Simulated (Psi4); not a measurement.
**SiH2O2F2 (SMILES O[Si](O)(F)F) at HSE06/def2-SVP**

Aim: the vertical singlet–triplet gap of SiH2O2F2 at HSE06/def2-SVP, from 2 runs. 

Program for the calculation: Psi4 1.11.

2 further runs of the same task are left out: 2 set aside as unsound or not needed.

### Step 1. The molecule

SiH2O2F2 has 7 atoms, charge 0, and is taken as a singlet. SMILES: `O[Si](O)(F)F`. The shape is that of a PBE0-D4/def2-TZVP optimisation. This is one conformer, not always the lowest.

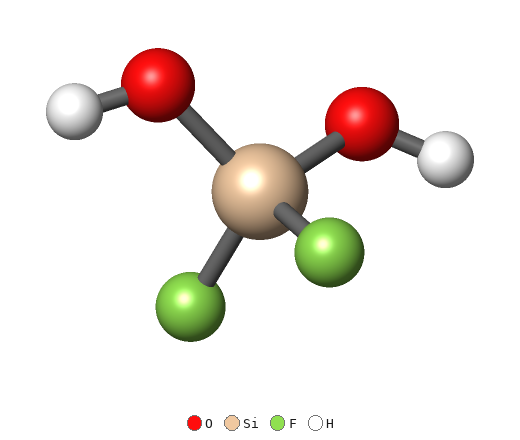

Viewed from a chosen angle; oxygen red, silicon light orange, fluorine green, hydrogen white.

### Step 2. Energy and gradient at HSE06/def2-SVP

Contents of input.dat:

```
memory 2.2 GB

molecule {
  O     -1.123000     0.443800     0.890500
  Si    -0.011100    -0.018100    -0.177300
  O      1.321200    -0.386600     0.646700
  F     -0.483500    -1.262700    -1.033600
  F      0.238000     1.131800    -1.236100
  H     -1.829300     1.022300     0.602200
  H      1.948900    -0.998500     0.262000
  symmetry c1
}

set globals {
  reference            rks
  puream               true
  e_convergence        1e-09
  d_convergence        1e-08
  scf_type             pk
  dft_radial_points    99
  dft_spherical_points 590
}

energy_value, wavefunction = gradient("hse06/def2-SVP", return_wfn=True)
oeprop(wavefunction, "LOWDIN_CHARGES", "WIBERG_LOWDIN_INDICES", "MULLIKEN_CHARGES")
```

Command:

```bash
$ psi4 -i input.dat -o output.dat -n 1
```

output.dat:

```text
[...]
  Running in c1 symmetry.
[...]
  Nuclear repulsion =  270.470000707396764
[...]
  Multiplicity = 1
[...]
  Nalpha       = 25
  Nbeta        = 25
[...]
    Number of basis functions: 84
[...]
   @RKS iter   1:  -639.96100068860210   -2.34431e-01   1.10011e-02 DIIS/ADIIS
[...]
   @RKS iter  11:  -640.26095959008717   -1.81899e-12   1.15429e-09 DIIS
[...]
  @RKS Final Energy:  -640.26095959008717
   => Energetics <=
    Nuclear Repulsion Energy =            270.4700007073967640
    One-Electron Energy =               -1426.9253374859715677
    Two-Electron Energy =                 562.1002008413599924
    DFT Exchange-Correlation Energy =     -45.9058236528723853
    Empirical Dispersion Energy =           0.0000000000000000
    VV10 Nonlocal Energy =                  0.0000000000000000
    Total Energy =                       -640.2609595900871682
[...]
 Multipole Moments:
 ------------------------------------------------------------------------------------
     Multipole            Electronic (a.u.)      Nuclear  (a.u.)        Total (a.u.)
 ------------------------------------------------------------------------------------
 L = 1.  Multiply by 2.5417464519 to convert [e a0] to [Debye]
 Dipole X            :         -0.3581817            0.3447560           -0.0134257
 Dipole Y            :         -0.1518032            0.1460807           -0.0057225
 Dipole Z            :         -3.0750612            2.9592576           -0.1158036
 Magnitude           :                                                    0.1167196
[...]
  -Total Gradient:
     Atom            X                  Y                   Z
    ------   -----------------  -----------------  -----------------
       1        0.006905947993    -0.002143979765    -0.008427563206
       2       -0.001300777389    -0.000544013886    -0.011351945873
       3       -0.008614317695     0.001307236418    -0.006835354732
       4        0.005883719347     0.015830006791     0.011172128512
       5       -0.002992795927    -0.014609311848     0.013712433486
       6        0.002353962450    -0.001864620968     0.000683145201
       7       -0.002232881859     0.002024944872     0.001068649423
[...]
  Mulliken Charges: (a.u.)
   Center  Symbol    Alpha    Beta     Spin     Total
       1     O     4.18737  4.18737  0.00000 -0.37475
       2    SI     6.50058  6.50058  0.00000  0.99883
       3     O     4.18734  4.18734  0.00000 -0.37468
       4     F     4.66655  4.66655  0.00000 -0.33311
       5     F     4.66654  4.66654  0.00000 -0.33308
       6     H     0.39579  0.39579  0.00000  0.20842
       7     H     0.39582  0.39582  0.00000  0.20836
   Total alpha = 25.00000, Total beta = 25.00000, Total charge = -0.00000
  Lowdin Charges: (a.u.)
[...]
```

Wall time 26 s (1 thread of Intel Xeon 6975P-C (Granite Rapids), shared host); peak memory 1.1 GiB.

### Step 3. The triplet, same level

Contents of job.in:

```
memory 2200 mb

molecule {
  0 3
  O
  Si 1 1.609307
  O 2 1.609283 1 107.33654
  F 2 1.582858 3 110.12256 1 -122.45164
  F 2 1.582839 4 104.8519 3 120.94929
  H 1 0.957413 2 118.90297 5 32.84496
  H 3 0.9573 2 118.91056 5 -83.57528
  units angstrom
  symmetry c1
  no_reorient
  no_com
}

set {
  reference            uks
  puream               true
  e_convergence        1e-09
  d_convergence        1e-08
  scf_type             pk
  dft_radial_points    99
  dft_spherical_points 590
  maxiter              100
}

e_tot, wfn = gradient('hse06/def2-SVP', return_wfn=True)
oeprop(wfn, 'QUADRUPOLE', 'DIPOLE', 'LOWDIN_CHARGES', title='HSE06')
print_variables()
```

Command:

```bash
$ psi4 -n 1 job.in job.out
```

job.out:

```text
[...]
  Running in c1 symmetry.
[...]
  Nuclear repulsion =  270.470007934014006
[...]
  Multiplicity = 3
[...]
  Nalpha       = 26
  Nbeta        = 24
[...]
    Number of basis functions: 84
[...]
   @UKS iter   1:  -639.73832710637180   -1.17573e-02   8.54623e-03 DIIS/ADIIS
[...]
   @UKS iter  21:  -639.93917378785682   -6.36646e-12   7.46272e-09 DIIS
[...]
   @S^2 Observed:                2.008364720E+00
[...]
  @UKS Final Energy:  -639.93917378785682
   => Energetics <=
    Nuclear Repulsion Energy =            270.4700079340140064
    One-Electron Energy =               -1424.4109879794850713
    Two-Electron Energy =                 559.7917753442310413
    DFT Exchange-Correlation Energy =     -45.7899690866168783
    Empirical Dispersion Energy =           0.0000000000000000
    VV10 Nonlocal Energy =                  0.0000000000000000
    Total Energy =                       -639.9391737878568165
[...]
  -Total Gradient:
     Atom            X                  Y                   Z
    ------   -----------------  -----------------  -----------------
       1       -0.013108817457     0.055210295641     0.032622097046
       2       -0.000004196453    -0.042247835656    -0.030950012309
       3        0.013214043667     0.047651229364     0.043165740001
       4       -0.019159262003    -0.011021076541    -0.006348582091
       5        0.019171972943    -0.009364223351    -0.008635796113
       6        0.017620834287    -0.058599677919     0.037429929813
       7       -0.017733904298     0.018333936719    -0.067310235320
[...]
 Multipole Moments:
 ------------------------------------------------------------------------------------
     Multipole            Electronic (a.u.)      Nuclear  (a.u.)        Total (a.u.)
 ------------------------------------------------------------------------------------
 L = 1.  Multiply by 2.5417464519 to convert [e a0] to [Debye]
 Dipole X            :         -0.0003948            0.0000218           -0.0003730
 Dipole Y            :          2.1888890           -2.4029681           -0.2140791
 Dipole Z            :          1.6084981           -1.7672417           -0.1587436
 Magnitude           :                                                    0.2665137
 L = 2.  Multiply by 1.3450342976 to convert [e a0^2] to [Debye ang]
 Quadrupole XX       :       -129.4723633          101.9649782          -27.5073851
 Quadrupole XY       :          4.5369577           -4.7619230           -0.2249652
[...]
```

Wall time 50 s (1 thread of Intel Xeon 6975P-C (Granite Rapids), shared host); peak memory 1.1 GiB.

### Step 4. What came out

At HSE06/def2-SVP:

```
                                        quantity          value
                           singlet: total energy  -640.26096 Eh
                          singlet: dipole moment         0.30 D
                            singlet: HOMO energy       -9.46 eV
                            singlet: LUMO energy        0.47 eV
                          singlet: HOMO–LUMO gap        9.93 eV
               singlet: largest force on an atom     1.042 eV/Å
                           triplet: total energy  -639.93917 Eh
                          triplet: dipole moment         0.68 D
     triplet: HOMO energy (highest over α and β)       -1.51 eV
                                   triplet: ⟨S²⟩          2.008
               triplet: largest force on an atom     3.701 eV/Å
vertical energy of the triplet above the singlet       8.756 eV
```

In words: At this shape the triplet lies 8.76 eV (845 kJ/mol) above the singlet. The largest force (singlet) is 1.04 eV/Å: the shape isn't a stationary point for this species at this level. Mulliken charges (singlet) run from -0.37 on O1 to +1.00 on Si2.
